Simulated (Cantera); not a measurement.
A closed system holds: 1 mol trisilylamine, 2.8 mol NH₃, 20 mol H₂, held at 1875 K.

Equilibrium computed with Cantera from the NASA thermochemical tables; the gas is ideal and each condensed phase is pure. Candidate condensed phases: Si, Si₃N₄; 18 gas species. The feed counts by its element totals alone. Mutual solubility and eutectic melting of coexisting phases are not modelled. The tables' values for SiN are old estimates; treat these amounts as uncertain. Gases not in the tables: Si₂H₆ and higher silanes. The numbers say what is thermodynamically allowed, not how fast it happens.

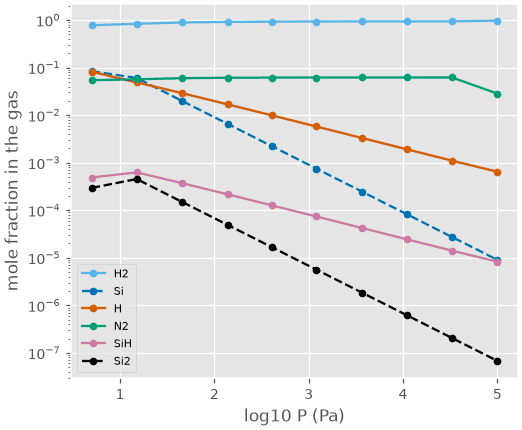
*Equilibrium gas composition (values under 1e-9 drawn at 1e-9)*

At 5.00 Pa nothing is condensed. From 15.0 Pa to 0.330 bar the condensed part is Si(l). At 1.00 bar the condensed part is Si(l) + Si₃N₄(s). The main Si-bearing gas is Si at 5.00 Pa and SiH₂ at 1.00 bar.
